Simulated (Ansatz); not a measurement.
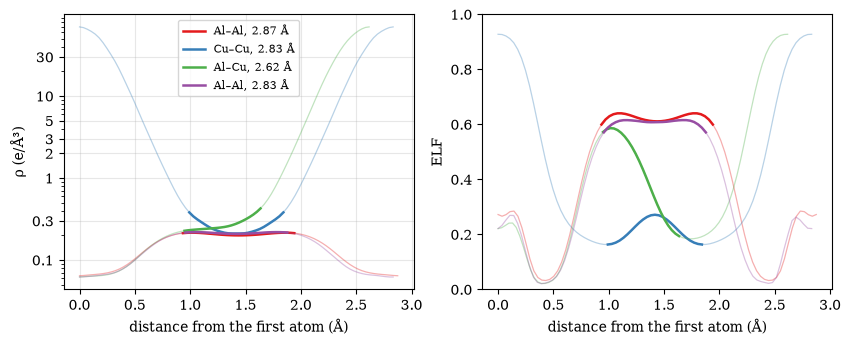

*Al₄Cu. Valence charge density (pseudo) and ELF along straight lines between neighbouring atoms. Thin, pale parts lie inside the atomic spheres.*

Space group I4/mmm; a structure generated by program, which may or may not match a known phase; computed without spin polarisation.

Level of theory: DFT PBE, scalar-relativistic, plane waves, PAW in Ansatz 0.2.0.

The density is the valence pseudo-density of a PAW calculation; it isn't the true density close to the nuclei.

> Compare the contacts.

Al–Al (2.87 Å): the density is about 0.2 e/Å³ at the midpoint; the ELF peaks at about 0.65 between the atoms.
Cu–Cu (2.83 Å): the density is about 0.21 e/Å³ at the midpoint; the ELF is about 0.25 at the midpoint: no localised pair shows between them.
Al–Cu (2.62 Å): ρ is about 0.25 e/Å³ halfway; the ELF is about 0.45 at the midpoint.
Al–Al (2.83 Å): ρ is about 0.21 e/Å³ halfway; the ELF peaks at about 0.60 between the atoms.
